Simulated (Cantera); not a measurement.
Feed: 1 mol Fe3O4, 0.02 mol HCl, 1.1 mol O2, held at 0.300 bar.

These are equilibrium values from Cantera (NASA tables, ideal gas, pure condensed phases), not measurements of a reactor. Candidate condensed phases: Fe, FeCl2, FeCl3, FeO, Fe(OH)2, Fe(OH)3, Fe2O3, Fe3O4, H2O; 22 gas species. Condensed phases not in the tables: FeOCl. Equilibrium is a limit: real reactors are often held back by kinetics, nucleation or transport.

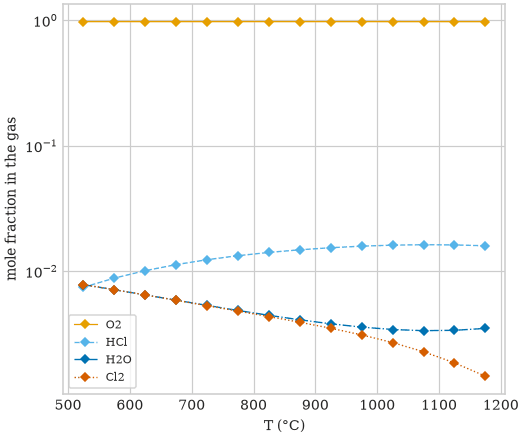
Fig. 1. Equilibrium gas composition (values under 1e-9 drawn at 1e-9)

Task: Read off the mole fractions at 525 °C.

Result: O2 about 0.98, H2O about 0.0078, Cl2 about 0.0078, HCl about 0.0074.
